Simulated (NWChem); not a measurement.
**One shape, several levels: doublet BNH3OF+**

We compute a comparison of 3 runs (UHF/3-21G, UHF/6-311+G**, UPBE0/6-311+G**) of doublet BNH3OF+. 

Program for the calculation: NWChem 7.3.0.

38 further runs of the same task are left out: 1 that didn't finish, 37 set aside as unsound or not needed.

**1. The system as given**

BNH3OF+ has 7 atoms, charge +1, and is taken as a doublet. SMILES of the parent species: `NB(O)F`. The coordinates come from a PBE0-D4/def2-TZVP relaxation. This is one conformer, not always the lowest. That shape belongs to the parent species and isn't relaxed for this state.

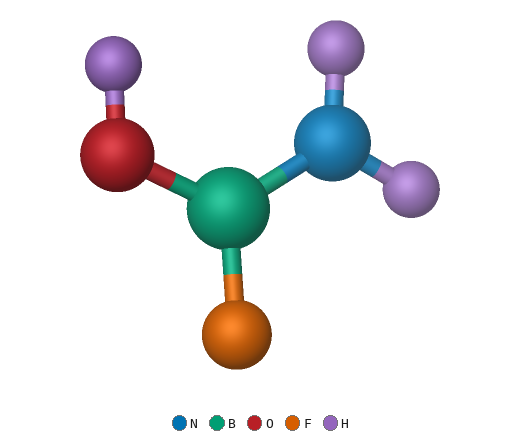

Viewed from a chosen angle; nitrogen blue, boron teal, oxygen red, fluorine orange, hydrogen purple.

**2. The energy at UHF/3-21G (run 1)**

The input, bfh3no.nw:

```
start bfh3no
memory total 2200 mb
charge 1

geometry units bohr noautosym nocenter noautoz
 N   -1.00495635   1.42371966  -0.06066021
 B    0.07426624  -0.95563450  -0.54575290
 O    2.09060401  -1.97344099   0.69352949
 F   -0.93503649  -2.37765341  -2.37406293
 H   -2.49519437   2.04411675  -1.05767971
 H   -0.39703146   2.63484514   1.26328191
 H    2.78299966  -0.92445402   1.99498387
end

basis spherical bse
 * library 3-21G
end

scf
 doublet
 uhf
 thresh 1e-08
 maxiter 80
end

task scf energy
```

Launch:

```sh
nwchem bfh3no.nw > bfh3no.out
```

Output:

```text
[...]
  functions       =    42
[...]
  wavefunction    = UHF
[...]
         Total SCF energy =   -253.609015946234
      One electron energy =   -569.073936748444
      Two electron energy =    200.806215307190
 Nuclear repulsion energy =    114.658705495019
                       Sz =      0.5000
                 Sz(Sz+1) =      0.7500
                      S^2 =      0.7601
[...]
```

It took 2.5 s on 1 thread of Intel Xeon Platinum 8259CL at 2.50GHz (Skylake/Cascade Lake), shared host; peak memory 0.099 GiB.

**3. The energy at UHF/6-311+G(d,p) (run 2)**

The input, bfh3no.xyz:

```xyz
7

N     -0.531800     0.753400    -0.032100
B      0.039300    -0.505700    -0.288800
O      1.106300    -1.044300     0.367000
F     -0.494800    -1.258200    -1.256300
H     -1.320400     1.081700    -0.559700
H     -0.210100     1.394300     0.668500
H      1.472700    -0.489200     1.055700
```

The input, run.py:

```python
from ase.io import read
from ase.calculators.nwchem import NWChem

mol = read('bfh3no.xyz')

calc = NWChem(
    label='bfh3no',
    theory='scf',
    memory='2200 mb',
    basis='6-311+G**',
    basispar='spherical bse',
    charge=1,
    scf={'nopen': '1', 'uhf': None, 'thresh': '1e-08', 'maxiter': '80', 'print': 'low'},
    task='energy',
)
mol.calc = calc

print(f"energy = {mol.get_potential_energy():.6f} eV")
```

Launch:

```sh
export ASE_NWCHEM_COMMAND="nwchem PREFIX.nwi > PREFIX.nwo"
python run.py
```

Output:

```text
energy = -6940.851045 eV
```

The calculator wrote bfh3no.nwi:

```
title "bfh3no"

permanent_dir bfh3no

scratch_dir bfh3no

start bfh3no

geometry units angstrom nocenter noautosym noautoz
  N  -5.3180000000000005e-01 7.5339999999999996e-01 -3.2099999999999997e-02
  B  3.9300000000000002e-02 -5.0570000000000004e-01 -2.8880000000000000e-01
  O  1.1063000000000001e+00 -1.0443000000000000e+00 3.6699999999999999e-01
  F  -4.9480000000000002e-01 -1.2582000000000000e+00 -1.2563000000000000e+00
  H  -1.3204000000000000e+00 1.0817000000000001e+00 -5.5969999999999998e-01
  H  -2.1010000000000001e-01 1.3943000000000001e+00 6.6849999999999998e-01
  H  1.4726999999999999e+00 -4.8920000000000002e-01 1.0557000000000001e+00
end

charge 1

memory 2200 mb

basis spherical bse noprint
   * library 6-311+G**
end

scf
  nopen 1
  uhf
  thresh 1e-08
  maxiter 80
  print low
end

task scf energy
```

bfh3no.nwo:

```text
Northwest Computational Chemistry Package (NWChem) 7.3.0
             --------------------------------------------------------

           Job information
           ---------------

    nwchem branch   = 7.3.0
    use scalapack   = T
    input           = bfh3no.nwi
    prefix          = bfh3no.
    data base       = bfh3no/bfh3no.db
    status          = startup
    nproc           =        1

           Memory information
           ------------------

[... 5 lines left out ...]
    hardfail = no
[... 42 lines left out ...]
            Nuclear Dipole moment (a.u.)
[... 65 lines left out ...]
 Forming initial guess at       0.1s

 Starting SCF solution at       0.6s

       Final UHF  results
       ------------------

         Total SCF energy =   -255.071573313567
      One electron energy =   -571.228357079927
      Two electron energy =    201.498070054169
 Nuclear repulsion energy =    114.658713712190

                       Sz =      0.5000
                 Sz(Sz+1) =      0.7500
                      S^2 =      0.7605

        Time for solution =     46.1s

 Task  times  cpu:       46.7s     wall:       46.7s
 Total times  cpu:       46.7s     wall:       46.7s
```

Wall time 48 s (1 thread of Intel Xeon Platinum 8259CL at 2.50GHz (Skylake/Cascade Lake), shared host); peak memory 0.1 GiB.

**4. A single-point energy at UPBE0/6-311+G(d,p) (run 3)**

The input, run.nw:

```
start run
title "BFH3NO PBE0"
memory total 2200 mb
charge 1

geometry units angstroms noautosym nocenter noautoz
N       -0.531800       0.753400      -0.032100
B        0.039300      -0.505700      -0.288800
O        1.106300      -1.044300       0.367000
F       -0.494800      -1.258200      -1.256300
H       -1.320400       1.081700      -0.559700
H       -0.210100       1.394300       0.668500
H        1.472700      -0.489200       1.055700
end

basis spherical bse
* library 6-311+G**
end

dft
xc pbe0
mult 2
grid fine
convergence energy 1e-08
iterations 100
mulliken
end

task dft energy
```

Launch:

```sh
nwchem run.nw > run.out
```

Output:

```text
[...]
          Wavefunction type:  spin polarized.
          No. of atoms     :     7
          No. of electrons :    31
[...]
          Charge           :     1
          Spin multiplicity:     2
[...]
          AO basis - number of functions:   106
[...]
              XC Information
              --------------
                         PBE0 Method XC Functional
                     Hartree-Fock (Exact) Exchange  0.250
          PerdewBurkeErnzerhof Exchange Functional  0.750
            Perdew 1991 LDA Correlation Functional  1.000 local
           PerdewBurkeErnz. Correlation Functional  1.000 non-local
[...]
 d= 0,ls=0.0,diis     1   -255.7762640273 -3.70D+02  1.38D-02  7.03D-01     4.0
[...]
 d= 0,ls=0.0,diis    15   -256.0472549918 -9.65D-10  4.11D-08  2.50D-11    51.9
[...]
         Total DFT energy =     -256.047254991798
      One electron energy =     -571.342744999237
           Coulomb energy =      231.309332888287
    Exchange-Corr. energy =      -30.672556593039
 Nuclear repulsion energy =      114.658713712190
[...]
      Total Density - Mulliken Population Analysis
     ---------------------------------------------
    Atom       Charge   Shell Charges
 -----------   ------   -------------------------------------------------------
    1 N    7     7.26   1.10  0.90  0.78  0.89  1.78  0.63  1.05  0.04  0.09  0.01
    2 B    5     4.69   1.13  0.86  0.50  0.63  0.97  0.12  0.12  0.01  0.01  0.34
    3 O    8     8.18   1.08  0.91  0.96  1.01  2.07  0.77  1.30  0.02  0.05  0.01
    4 F    9     8.90   1.08  0.92  1.17  1.09  2.37  0.87  1.59 -0.21  0.03  0.00
    5 H    1     0.62   0.26  0.37 -0.05  0.04
    6 H    1     0.64   0.26  0.38 -0.04  0.04
    7 H    1     0.71   0.26  0.36  0.02  0.07
[...]
      <S2> =      0.7613 (Exact =     0.7500)
[...]
```

Wall time 53 s (1 thread of Intel Xeon Platinum 8259CL at 2.50GHz (Skylake/Cascade Lake), shared host); peak memory 0.12 GiB.

**5. Overview of the runs**

| run | level | iteration cap | module | energy (Eh) | HOMO energy (eV) | LUMO energy (eV) | ⟨S²⟩ | wall time |
| --- | --- | --- | --- | --- | --- | --- | --- | --- |
| 1 | UHF/3-21G | 80 | scf | -253.609016 | -19.93 | -8.06 | 0.760 | 2.5 s |
| 2 | UHF/6-311+G** | 80 | scf | -255.071573 | – | – | 0.760 | 48 s |
| 3 | UPBE0/6-311+G** | 100 | dft | -256.047255 | -16.45 | -13.31 | 0.761 | 53 s |

**6. Outcome**

| quantity | value |
| --- | --- |
| run 3: total energy | -256.04725 Eh |
| run 3: HOMO energy (highest over α and β) | -16.45 eV |
| run 3: LUMO energy (lowest over α and β) | -13.31 eV |
| run 3: ⟨S²⟩ | 0.761 |

All runs together took 1.7 min, the longest 53 s.
